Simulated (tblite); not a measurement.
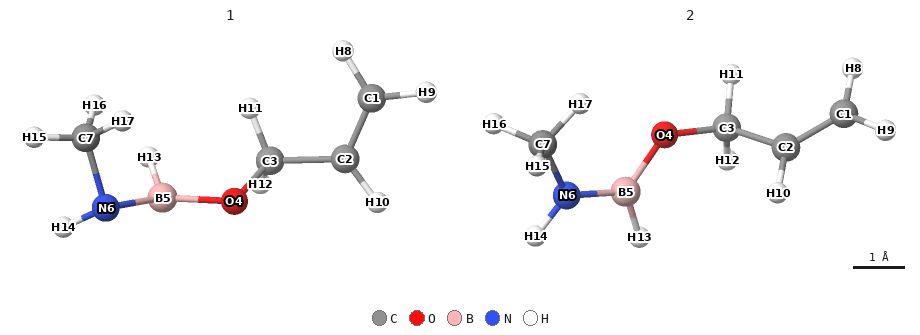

Two geometries of C4H10BNO, drawn at one scale. One is the start of a relaxation, the other its converged end. The picture is a ball-and-stick view, seen at a tilt.

Computed with tblite 0.8.0, GFN2-xTB geometry optimisation, gas phase. 

**Which geometry has the lower energy?**

Structure 2 is the relaxed one. The largest move after the best rigid fit is that of H13, 1.69 Å. Largest moves by element: H 1.69 Å, O 1.52 Å, C 0.71 Å, N 0.49 Å, B 0.21 Å. Some distances before and after: B5–N6 1.536 → 1.395 Å, O4–B5 1.485 → 1.360 Å, N6–H14 1.069 → 1.007 Å, C1–H9 1.104 → 1.076 Å. Among the angles between lasting bonds that change: B5–N6–C7 103.4° → 126.1°, C3–O4–B5 104.8° → 122.4°, B5–N6–H14 105.0° → 120.5°. Groups turn about C3–O4 by about 85°. After 153 geometry steps the energy has fallen by 210.2 kJ/mol.
